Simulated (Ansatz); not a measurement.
## Phonons of Si2Ni (Fm-3m) against volume

Wanted: Grüneisen parameters and pressure coefficients of the modes of Si2Ni (Fm-3m).

Method: DFT PBEsol, scalar-relativistic, plane waves, PAW; PAW set soft_1, in Ansatz 0.2.0.

### Step 1. Starting point

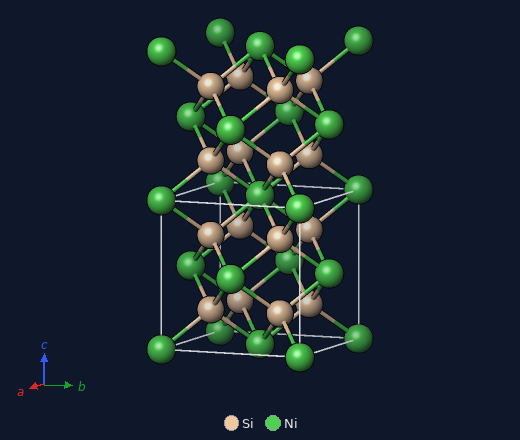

The starting structure, seen slightly off an axis (silicon light orange, nickel green). 1×1×2 cells are drawn. This picture shows the conventional cell, with its axes. Some periodic images of atoms are drawn too.

### Step 2. Bringing the structure to rest

Harmonic phonons are second derivatives at a point where the forces vanish, and they are wanted at zero stress, so atoms and cell are relaxed first.

input.yaml reads:

```yaml
crystal:
  lattice:
    - [0.0, 2.703, 2.703]
    - [2.703, 0.0, 2.703]
    - [2.703, 2.703, 0.0]
  atoms:
    - { symbol: Si, position: [0.25, 0.25, 0.25] }
    - { symbol: Si, position: [0.75, 0.75, 0.75] }
    - { symbol: Ni, position: [0.0, 0.0, 0.0] }
kpoints:
  mp_grid: { grid: [14, 14, 14] }
hamiltonian:
  xc: pbesol
  pseudopotentials: { kind: paw, azcp: { folder: soft_1 }, xc_functional: pbe }
scf:
  occupations: { method: gaussian, width: 0.1 }
output:
  forces: true
  stress: true
  eigenvalues: true
  write_density: true
  write_potential: true
  elf: true
  volumetric_format: npy
relax:
  adjacent_minimum: "off"
  f_tol: 0.005
  max_steps: 80
  cell: { stress_tol: 0.05 }
```

Launch:

```bash
$ ansatz run input.yaml --threads 4 --pin off --max-ram 10240MiB --backend cpu --events-out ev --progress --plain --runs-dir out
```

Numbers of over 12 decimals in the logs are rounded to 6 here.

Output:

```text
Engine: ansatz 0.2.0, aarch64-unknown-linux-gnu
Pseudopotentials: kind: paw
Pseudopotential: Si, paw, valence charge 4, recommended cutoff 420 eV (normal), soft_1/Si.paw.azcp
Pseudopotential: Ni, paw, valence charge 18, recommended cutoff 420 eV (normal), soft_1/Ni.paw.azcp
Functional definition: PBEsol
  exchange = pbesol_x
  correlation = pbesol_c
Crystal: 3 atoms, lattice volume = 39.497 Å³
Basis set: ecut = 420 eV, 749 PW (Γ), exchange–correlation on 54×54×54 points (8 copies of the dense FFT grid, shifted against one another)
Bands: 17, of which v1, the nominal top of the filled ones, is band 13 counted from 1 (12 counted from 0)
Symmetry: 48 space group operations
Space group: Fm-3m (ITA 225), of the structure as read, at distance tolerance 3.4e-5 Å
k-points: 104 of 2744
Non-local potential: Si, projectors of the file, l = 0: 2, l = 1: 2, l = 2: 1
Non-local potential: Ni, projectors of the file, l = 0: 3, l = 1: 2, l = 2: 3, l = 3: 1
PAW form: soft (Blöchl's): semilocal exchange-correlation on the pseudo side does not see the compensation charge
PAW frozen core: Si, regenerated for the run's functional, and the local potential with it (the file was generated under x = pbe(κ = 0.804, μ = 0.219515), c = pbe(β = 0.066725))
PAW frozen core: Ni, regenerated for the run's functional, and the local potential with it (the file was generated under x = pbe(κ = 0.804, μ = 0.219515), c = pbe(β = 0.066725))
PAW one-centre angular grid: Si, 110 points (default); XC on 64 Gauss nodes
PAW one-centre angular grid: Ni, 590 points (default); XC on 64 Gauss nodes
Initial density: superposition of atomic densities (chi_scale 0.1, normalization cell, long waves kept (reshape's long-wave potential 0.00 eV rms))
Initial wavefunctions: pseudopotential atomic-orbital guess
Functional: x = pbesol(κ = 0.804, μ = 0.123457), c = pbesol(β = 0.046)
SCF iter   1: F=—  HF=-7050.199425 eV  |F-HF|=—  |Δ(HF+E_count)|=         —  Δρ=8.58e-2  dr2=3.85e0  ethr=3.10e-3  ⟨swp⟩=5.5  Hψ=9162  notcnv=0
preconditioner: auto → Kerker (q_TF=auto, 2.545 Å⁻¹)  [metal: Δε(μ)=0.016 eV  Ē_g=8.842 eV  σ=0.100 eV  W_gap=0.09  n_scr=14 (ndim 8)  ℏωp=25.1 eV  f_vac=0.000  D(μ)=0.64/eV (n_scr^D=0)]
SCF iter   2: F=—  HF=-7049.673627 eV  |F-HF|=—  |Δ(HF+E_count)|=   5.26e-1  Δρ=3.86e-2  dr2=1.06e0  ethr=3.10e-3  ⟨swp⟩=2.5  Hψ=3295  notcnv=0  defer=10
SCF iter   3: F=—  HF=-7049.364257 eV  |F-HF|=—  |Δ(HF+E_count)|=   3.09e-1  Δρ=2.32e-2  dr2=2.34e-1  ethr=3.10e-3  ⟨swp⟩=2.8  Hψ=3387  notcnv=0  defer=10
SCF iter   4: F=—  HF=-7049.327848 eV  |F-HF|=—  |Δ(HF+E_count)|=   3.64e-2  Δρ=1.00e-2  dr2=2.95e-2  ethr=8.99e-4  ⟨swp⟩=2.1  Hψ=2966  notcnv=0  defer=10
SCF iter   5: F=—  HF=-7049.327288 eV  |F-HF|=—  |Δ(HF+E_count)|=   5.60e-4  Δρ=4.93e-3  dr2=8.58e-3  ethr=1.14e-4  ⟨swp⟩=2.3  Hψ=2398  notcnv=0  defer=9
SCF iter   6: F=—  HF=-7049.326815 eV  |F-HF|=—  |Δ(HF+E_count)|=   4.73e-4  Δρ=2.41e-3  dr2=2.20e-3  ethr=3.30e-5  ⟨swp⟩=1.0  Hψ=1759  notcnv=0  defer=9
SCF iter   7: F=—  HF=-7049.326601 eV  |F-HF|=—  |Δ(HF+E_count)|=   2.13e-4  Δρ=3.93e-4  dr2=6.36e-5  ethr=8.47e-6  ⟨swp⟩=1.1  Hψ=1784  notcnv=0  defer=9
SCF iter   8: F=—  HF=-7049.326607 eV  |F-HF|=—  |Δ(HF+E_count)|=   5.43e-6  Δρ=3.04e-5  dr2=4.43e-7  ethr=2.45e-7  ⟨swp⟩=2.4  Hψ=2550  notcnv=0  defer=9
SCF iter   9: F=-7049.326607 eV  HF=-7049.326607 eV  |F-HF|=1.53e-8  |Δ(HF+E_count)|=   6.82e-8  Δρ=7.89e-6  dr2=2.25e-8  ethr=3.85e-10  ⟨swp⟩=9.7  Hψ=13169  notcnv=0
SCF 1 converged in 9 iterations: F = -7049.326607 eV  dr2 = 2.25e-8
  greatest PAW one-centre occupation: 1.000 electrons in one spin orbital (limit 2), on the Ni atom at site 2 (counted from 0), in its partial waves of l = 1
relax step   1: F+E_penalty+E_count = -7049.32660673 eV  Δ(F+E_penalty+E_count) = +0.000e0 eV  max|allowed force component| = 1.234e-17 eV/Å  Δτ_max = 0.0000 Å  P = -1.280 GPa  Ω = 39.497 Å³  (9 SCF iters, dr2 threshold 1.00e-7 eV, accepted)
Crystal: 3 atoms, lattice volume = 39.320 Å³
Initial density: handed on by an earlier stage of this run
Initial wavefunctions: those handed on with the density
iter 1 solved again at ethr=8.20e-7 eV; its pass at ethr=3.10e-3 eV (dr2=2.13e-4 eV) is discarded
SCF iter   1: F=—  HF=-7049.327713 eV  |F-HF|=—  |Δ(HF+E_count)|=         —  Δρ=8.90e-4  dr2=1.91e-4  ethr=8.20e-7  ⟨swp⟩=2.1  Hψ=9513  notcnv=0
preconditioner: auto → Kerker (q_TF=auto, 2.547 Å⁻¹)  [metal: Δε(μ)=0.069 eV  Ē_g=8.274 eV  σ=0.100 eV  W_gap=0.35  n_scr=14 (ndim 8)  ℏωp=25.1 eV  f_vac=0.000  D(μ)=0.91/eV (n_scr^D=8)]
SCF iter   2: F=—  HF=-7049.327682 eV  |F-HF|=—  |Δ(HF+E_count)|=   3.10e-5  Δρ=2.43e-4  dr2=2.23e-5  ethr=7.34e-7  ⟨swp⟩=1.2  Hψ=1882  notcnv=0
SCF iter   3: F=—  HF=-7049.327678 eV  |F-HF|=—  |Δ(HF+E_count)|=   4.25e-6  Δρ=1.04e-4  dr2=6.40e-6  ethr=8.58e-8  ⟨swp⟩=1.2  Hψ=1914  notcnv=0
SCF iter   4: F=—  HF=-7049.327677 eV  |F-HF|=—  |Δ(HF+E_count)|=   9.21e-7  Δρ=6.44e-5  dr2=1.77e-6  ethr=2.46e-8  ⟨swp⟩=2.3  Hψ=2778  notcnv=0
iter 5 did not close the SCF: its close was put off for the readings that it lacked (scf_convergence_deferred on its scf_iter line)
SCF iter   5: F=-7049.327677 eV  HF=-7049.327677 eV  |F-HF|=4.30e-9  |Δ(HF+E_count)|=   3.96e-8  Δρ=1.81e-5  dr2=9.07e-8  ethr=6.80e-9  ⟨swp⟩=2.3  Hψ=2547  notcnv=0
SCF iter   6: F=-7049.327677 eV  HF=-7049.327677 eV  |F-HF|=7.93e-10  |Δ(HF+E_count)|=   1.51e-8  Δρ=3.20e-6  dr2=4.72e-9  ethr=3.49e-10  ⟨swp⟩=6.1  Hψ=10738  notcnv=0
SCF 2 converged in 6 iterations: F = -7049.327677 eV  dr2 = 4.72e-9
relax step   2: F+E_penalty+E_count = -7049.32767664 eV  Δ(F+E_penalty+E_count) = -1.070e-3 eV  max|allowed force component| = 1.018e-16 eV/Å  Δτ_max = 0.0000 Å  P = -0.584 GPa  Ω = 39.320 Å³  energy of the carried Pulay correction = +3.606e-5 eV  (6 SCF iters, dr2 threshold 3.00e-7 eV, accepted)
Crystal: 3 atoms, lattice volume = 39.172 Å³
iter 1 solved again at ethr=5.94e-7 eV; its pass at ethr=3.10e-3 eV (dr2=1.54e-4 eV) is discarded
SCF iter   1: F=—  HF=-7049.328001 eV  |F-HF|=—  |Δ(HF+E_count)|=         —  Δρ=7.58e-4  dr2=1.38e-4  ethr=5.94e-7  ⟨swp⟩=2.1  Hψ=9406  notcnv=0
preconditioner: auto → Kerker (q_TF=auto, 2.548 Å⁻¹)  [metal: Δε(μ)=0.059 eV  Ē_g=8.301 eV  σ=0.100 eV  W_gap=0.30  n_scr=14 (ndim 8)  ℏωp=25.2 eV  f_vac=0.000  D(μ)=0.91/eV (n_scr^D=8)]
SCF iter   2: F=—  HF=-7049.327977 eV  |F-HF|=—  |Δ(HF+E_count)|=   2.44e-5  Δρ=2.05e-4  dr2=1.58e-5  ethr=5.32e-7  ⟨swp⟩=1.2  Hψ=1876  notcnv=0
SCF iter   3: F=—  HF=-7049.327974 eV  |F-HF|=—  |Δ(HF+E_count)|=   2.89e-6  Δρ=8.80e-5  dr2=4.53e-6  ethr=6.09e-8  ⟨swp⟩=1.2  Hψ=1929  notcnv=0
SCF iter   4: F=—  HF=-7049.327973 eV  |F-HF|=—  |Δ(HF+E_count)|=   6.02e-7  Δρ=5.41e-5  dr2=1.26e-6  ethr=1.74e-8  ⟨swp⟩=2.3  Hψ=2789  notcnv=0
iter 5 did not close the SCF: its close was put off for the readings that it lacked (scf_convergence_deferred on its scf_iter line)
SCF iter   5: F=-7049.327973 eV  HF=-7049.327973 eV  |F-HF|=2.11e-9  |Δ(HF+E_count)|=   2.63e-8  Δρ=1.52e-5  dr2=6.30e-8  ethr=4.83e-9  ⟨swp⟩=2.3  Hψ=2573  notcnv=0
SCF iter   6: F=-7049.327973 eV  HF=-7049.327973 eV  |F-HF|=4.99e-10  |Δ(HF+E_count)|=   1.08e-8  Δρ=2.60e-6  dr2=3.21e-9  ethr=2.42e-10  ⟨swp⟩=6.0  Hψ=10247  notcnv=0
SCF 3 converged in 6 iterations: F = -7049.327973 eV  dr2 = 3.21e-9
relax step   3: F+E_penalty+E_count = -7049.32797342 eV  Δ(F+E_penalty+E_count) = -2.968e-4 eV  max|allowed force component| = 6.553e-17 eV/Å  Δτ_max = 0.0000 Å  P = +0.009 GPa  Ω = 39.172 Å³  energy of the carried Pulay correction = +6.624e-5 eV  (6 SCF iters, dr2 threshold 3.00e-7 eV, accepted)
Initial wavefunctions: pseudopotential atomic-orbital guess (no wavefunctions were taken with the density)
iter 1 solved again at ethr=5.64e-7 eV; its pass at ethr=3.10e-3 eV (dr2=1.47e-4 eV) is discarded
SCF iter   1: F=—  HF=-7049.327894 eV  |F-HF|=—  |Δ(HF+E_count)|=         —  Δρ=6.70e-6  dr2=4.62e-9  ethr=5.64e-7  ⟨swp⟩=2.9  Hψ=13885  notcnv=0
eigensolver tolerance schedule: the retry pair's looser diagonalisation over-reported the residual by 31759.58 of it (diagonalisation noise at an unbounded share of the residual, at the tolerance the schedule requests for it); recorded, not acted on — ethr = c·dr2/N_el stays at c = 1.0e-1
preconditioner: auto → Kerker (q_TF=auto, 2.548 Å⁻¹)  [metal: Δε(μ)=0.062 eV  Ē_g=8.302 eV  σ=0.100 eV  W_gap=0.32  n_scr=14 (ndim 8)  ℏωp=25.2 eV  f_vac=0.000  D(μ)=0.90/eV (n_scr^D=8)]
SCF iter   2: F=—  HF=-7049.327908 eV  |F-HF|=—  |Δ(HF+E_count)|=   1.45e-5  Δρ=4.68e-6  dr2=5.44e-9  ethr=1.78e-11  ⟨swp⟩=3.1  Hψ=4130  notcnv=0
SCF iter   3: F=—  HF=-7049.327908 eV  |F-HF|=—  |Δ(HF+E_count)|=   1.15e-9  Δρ=1.73e-6  dr2=1.02e-9  ethr=1.78e-11  ⟨swp⟩=1.0  Hψ=1768  notcnv=0
SCF iter   4: F=—  HF=-7049.327908 eV  |F-HF|=—  |Δ(HF+E_count)|=  3.48e-10  Δρ=6.02e-7  dr2=1.54e-10  ethr=3.90e-12  ⟨swp⟩=2.4  Hψ=2628  notcnv=0
iter 5 did not close the SCF: its close was put off for the readings that it lacked (scf_convergence_deferred on its scf_iter line)
SCF iter   5: F=-7049.327908 eV  HF=-7049.327908 eV  |F-HF|=1.82e-11  |Δ(HF+E_count)|=  2.82e-11  Δρ=1.67e-7  dr2=1.40e-11  ethr=1.00e-12  ⟨swp⟩=1.0  Hψ=1770  notcnv=0
SCF iter   6: F=-7049.327908 eV  HF=-7049.327908 eV  |F-HF|=3.64e-12  |Δ(HF+E_count)|=  3.64e-12  Δρ=8.45e-8  dr2=3.02e-12  ethr=1.00e-12  ⟨swp⟩=4.1  Hψ=7659  notcnv=0
SCF 4 converged in 6 iterations: F = -7049.327908 eV  dr2 = 3.02e-12
relax step   4: F+E_penalty+E_count = -7049.32790828 eV  Δ(F+E_penalty+E_count) = +6.514e-5 eV  max|allowed force component| = 9.560e-17 eV/Å  Δτ_max = 0.0000 Å  P = +0.009 GPa  Ω = 39.172 Å³  stress off target by 8.81e-3 GPa  SCF on the basis re-selected at this cell (its energy is not comparable with the rows above)  (6 SCF iters)
basis re-selected at this cell: Δ(F+E_penalty+E_count) = +6.514e-5 eV, ΔP = +0.000 GPa vs the last step (what re-selecting the basis moved, of the pressure what is left beyond the Pulay correction that the steps carried, after the strain that the cell walked since its last selection, with what the two solves' SCF thresholds leave and, on support functions, any second-order correction that the steps lacked; it is no m [...]
SCF converged after 6 iterations
Free energy (F): -7049.327908 eV
Harris-Foulkes:  -7049.327908 eV  (|F-HF|=3.64e-12)
Internal energy: -7049.323387 eV  (E = F + TS)
E sigma→0 (E₀):  -7049.325648 eV
Entropy (-TS):   -0.004521 eV (-1.507 meV/atom)
Fermi energy:    13.308493 eV
--- Per-component energies (eV) ---
  E_band       = -344.493026
  E_kinetic    = 430.028291
  E_local      = -4195.975913  (includes V_loc(G=0)·N_el)
  E_nonlocal   = -75.331333
  E_hartree    = 2169.342137
  E_xc         = -228.537638
  E_vxc        = -247.083205  (∫ρ·V_xc dr)
  E_paw        = -2614.284414  (= ΣΔE_a)
  E_vpaw       = -594.815933  (= ΣTr[D̂ρ^β])
  E_aug_tail   = 0.000930  (compensation charges beyond the density's cutoff)
  E_ewald      = -2534.825858
  E_core_change = 0.260411  (= ΣΔE_core)
  E_smearing   = -0.004521  (= −TS)
  E_closure    = -0.000000  (closes the sum)
  Σ components = -7049.327908   (vs F -7049.327908, Δ=0.00e0)
--- Forces (eV/Å), atoms counted from 1 ---
  atom   1  Si    -0.00000000     0.00000000     0.00000000
  atom   2  Si     0.00000000     0.00000000    -0.00000000
  atom   3  Ni     0.00000000    -0.00000000    -0.00000000
  max |Σ_I F_I| component: 7.40e-17 eV/Å
--- Stress (GPa, compression-positive) ---
        0.008808      -0.000000      -0.000000
       -0.000000       0.008808      -0.000000
       -0.000000      -0.000000       0.008808
  P = ⅓ Tr σ = 0.0088 GPa (0.088 kbar)
--- Band table (eV; the first three rows and the last of 104) ---
  k-point 0: bands = [... 9 lower, 9.6981, 13.0308, 14.9962, 14.9962, 14.9962, 15.4652, 15.4652, 15.4652]
  k-point 1: bands = [... 9 lower, 9.6831, 12.9246, 14.0970, 14.5477, 14.5477, 15.9287, 15.9287, 16.5444]
  k-point 2: bands = [... 9 lower, 9.6473, 12.1500, 13.9095, 13.9630, 13.9630, 16.2572, 16.2572, 17.3195]
  k-point 103: bands = [... 9 lower, 9.5218, 9.5989, 10.0393, 10.7780, 14.8311, 16.2454, 17.2375, 19.1423]
--- Relaxed structure (3 steps of the walk, 3 accepted, 1 SCFs on fresh bases) ---
  F+E_penalty+E_count = -7049.32790828 eV   max|allowed force component| = 9.560e-17 eV/Å   (the final SCF, on the basis selected at the relaxed cell)
  cell:  # Å, volume = 39.1721 Å³
    - [0, 2.695560, 2.695560]
    - [2.695560, 0, 2.695560]
    - [2.695560, 2.695560, 0]
  atoms:
    - { symbol: Si, position: [0.25, 0.25, 0.25] }
    - { symbol: Si, position: [0.750000, 0.750000, 0.750000] }
    - { symbol: Ni, position: [0, 0, 0] }
```

It took 5.3 s on 4 threads of Arm Neoverse V1, shared host; peak memory 0.39 GiB.

This run has no spin polarisation, although Ni can carry a moment.

Step by step:

| step | energy less that of the first step (eV) | largest force component (eV/Å) | pressure (GPa) | volume (Å³) |
| --- | --- | --- | --- | --- |
| 1 | 0.0000 | 0.0000 | -1.28 | 39.50 |
| 2 | -0.0011 | 0.0000 | -0.58 | 39.32 |
| 3 | -0.0014 | 0.0000 | 0.01 | 39.17 |
| 4* | -0.0013 | 0.0000 | 0.01 | 39.17 |

Relaxation steps marked * repeat the geometry before them on a plane-wave basis chosen anew for their cell, so energy and pressure can jump there.

Forces are held to the 48 operations that the run works with; a distortion that breaks them can't arise in this run.

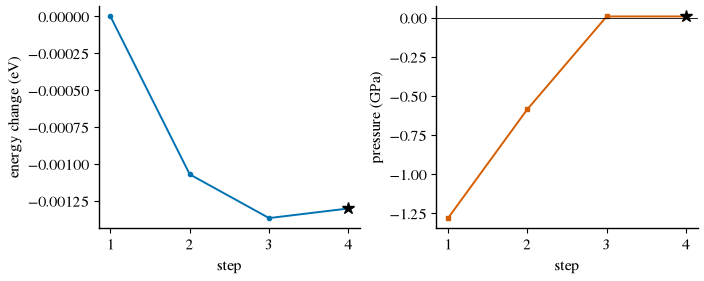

Energy and pressure along the relaxation. Stars mark steps on a basis chosen anew.

| conventional cell, symmetrised | before | after | change |
| --- | --- | --- | --- |
| a (Å) | 5.406 | 5.391 | -0.3 % |
| b (Å) | 5.406 | 5.391 | -0.3 % |
| c (Å) | 5.406 | 5.391 | -0.3 % |
| volume (Å³/atom) | 13.17 | 13.06 | -0.8 % |

Final coordinates:

```cif
data_structure
_symmetry_space_group_name_H-M 'P 1'
_symmetry_Int_Tables_number 1
_cell_length_a 3.8121
_cell_length_b 3.8121
_cell_length_c 3.8121
_cell_angle_alpha 60.000
_cell_angle_beta 60.000
_cell_angle_gamma 60.000
_cell_volume 39.17
loop_
_atom_site_label
_atom_site_type_symbol
_atom_site_fract_x
_atom_site_fract_y
_atom_site_fract_z
_atom_site_occupancy
Si1 Si 0.25000 0.25000 0.25000 1
Si2 Si 0.75000 0.75000 0.75000 1
Ni3 Ni 0.00000 0.00000 0.00000 1
```

Numbers from this step:

| Quantity | Value |
| --- | --- |
| pressure | 0.008808 GPa |
| volume per atom | 13.06 Å³ |
| gap on the k-mesh | 0 eV |

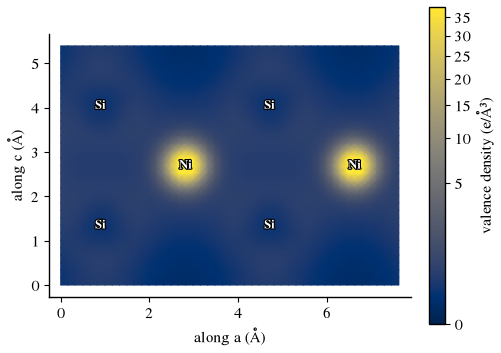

Valence density in the ac plane of a cell with a along [110], b along [-110] and c along [001] of the cube at fractional y = 0.000, with atoms of Si and Ni within 0.2 Å of it. It is the smooth field of the valence electrons, not physical close to the nuclei. The map starts off the cell's origin, so that atoms lie inside it. The colour scale is stretched toward low values.

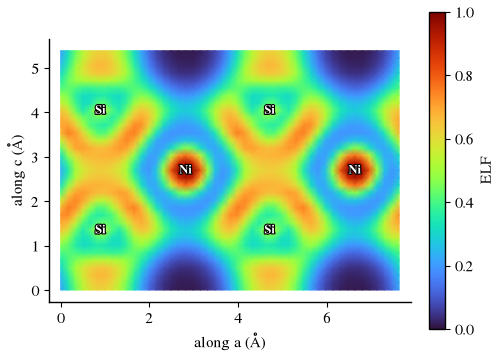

ELF in the ac plane of a cell with a along [110], b along [-110] and c along [001] of the cube at fractional y = 0.000, with atoms of Si and Ni within 0.2 Å of it. It is the smooth field of the valence electrons, not physical close to the nuclei. The map starts off the cell's origin, so that atoms lie inside it.

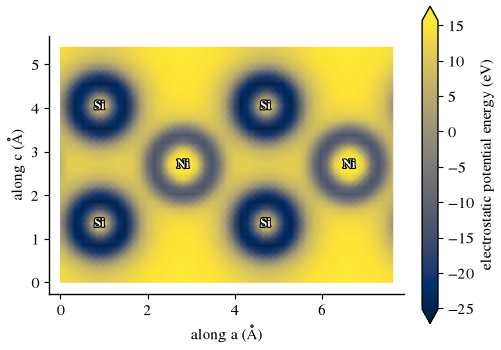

Electrostatic potential energy in the ac plane of a cell with a along [110], b along [-110] and c along [001] of the cube at fractional y = 0.000, with atoms of Si and Ni within 0.2 Å of it. With pseudopotentials it is smooth inside the atoms' cores, unlike the true potential. The map starts off the cell's origin, so that atoms lie inside it.

In this step the volume went from 13.17 to 13.06 Å³/atom.

### Step 3. Tight relaxation

Phonons need small forces and stress, so the relaxation is finished with tight tolerances on 16×16×16 k points.

input.yaml, the sections that differ from step 2:

```yaml
crystal:
  lattice:
    - [0.0, 2.6955601038, 2.6955601038]
    - [2.6955601038, 0.0, 2.6955601038]
    - [2.6955601038, 2.6955601038, 0.0]
  atoms:
    - { symbol: Si, position: [0.25, 0.25, 0.25] }
    - { symbol: Si, position: [0.75, 0.75, 0.75] }
    - { symbol: Ni, position: [0.0, 0.0, 0.0] }
kpoints:
  mp_grid: { grid: [16, 16, 16] }
scf:
  occupations: { method: methfessel_paxton, width: 0.2 }
relax:
  adjacent_minimum: "off"
  f_tol: 0.001
  max_steps: 60
  cell: { stress_tol: 0.01 }
# hamiltonian, output: as in step 2
```

Output:

```text
[...]
Crystal: 3 atoms, lattice volume = 39.172 Å³
Basis set: ecut = 420 eV, 749 PW (Γ), exchange–correlation on 54×54×54 points (8 copies of the dense FFT grid, shifted against one another)
Bands: 17, of which v1, the nominal top of the filled ones, is band 13 counted from 1 (12 counted from 0)
Symmetry: 48 space group operations
[...]
k-points: 145 of 4096
[...]
k-point 144: bands = [... 9 lower, 9.4745, 9.6002, 10.0423, 10.8040, 15.5183, 15.5183, 17.8402, 18.4974]
--- Relaxed structure (3 steps of the walk, 3 accepted, 1 SCFs on fresh bases) ---
[...]
cell:  # Å, volume = 39.1387 Å³
    - [0, 2.694794, 2.694794]
    - [2.694794, 0, 2.694794]
    - [2.694794, 2.694794, 0]
  atoms:
    - { symbol: Si, position: [0.25, 0.25, 0.25] }
    - { symbol: Si, position: [0.75, 0.75, 0.75] }
    - { symbol: Ni, position: [0, 0, 0] }
[key lines of the parts left out:]
SCF converged after 6 iterations
Free energy (F): -7049.325919 eV
Fermi energy:    13.274195 eV
P = ⅓ Tr σ = -0.0003 GPa (-0.003 kbar)
```

Wall time 6.9 s (4 threads); peak memory 0.41 GiB.

Little changed from the start: no atom moved by 0.005 Å and no cell edge by 0.1 %.

Numbers from this step:

```
pressure        : -3.10e-4 GPa
volume per atom : 13.05 Å³
```

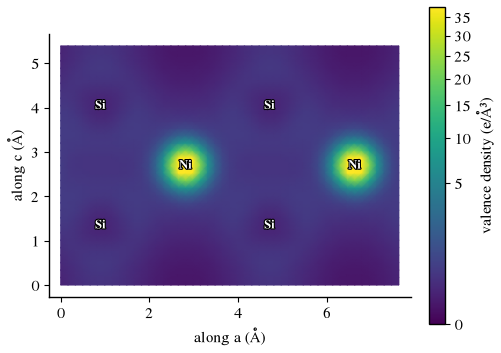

Valence density in the ac plane of a cell with a along [110], b along [-110] and c along [001] of the cube at fractional y = 0.000, with atoms of Si and Ni within 0.2 Å of it. It is the smooth field of the valence electrons, not physical close to the nuclei. The map starts off the cell's origin, so that atoms lie inside it. The colour scale is stretched toward low values.

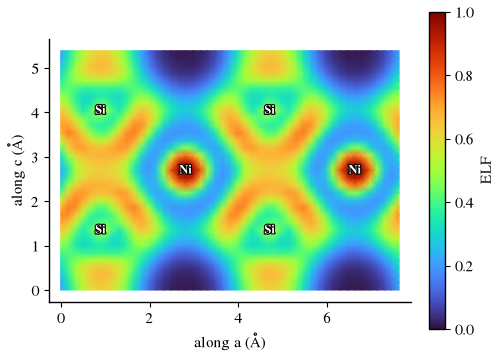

ELF in the ac plane of a cell with a along [110], b along [-110] and c along [001] of the cube at fractional y = 0.000, with atoms of Si and Ni within 0.2 Å of it. It is the smooth field of the valence electrons, not physical close to the nuclei. The map starts off the cell's origin, so that atoms lie inside it.

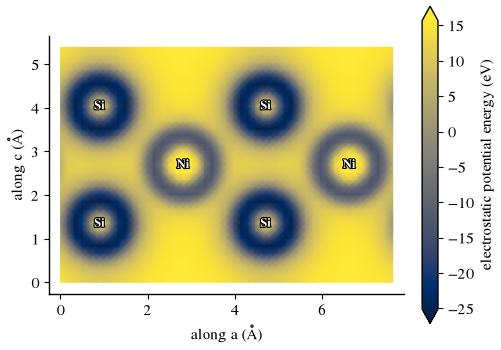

Electrostatic potential energy in the ac plane of a cell with a along [110], b along [-110] and c along [001] of the cube at fractional y = 0.000, with atoms of Si and Ni within 0.2 Å of it. With pseudopotentials it is smooth inside the atoms' cores, unlike the true potential. The map starts off the cell's origin, so that atoms lie inside it.

The forces vanish by symmetry and the pressure is 0.000 GPa, within the tolerances set. The cell now holds 13.05 Å³/atom.

(Continued in part 2 of 2.)

[Logs are printed without paths, hosts, clocks, repeated set-up lines and the standing remarks that a program may print on its own settings, such as how far it seeks lower states.]

[Hosts, paths, dates, database ids (printed as entryN), source tags and the programs' standing remarks are cut or masked in the printed files.]
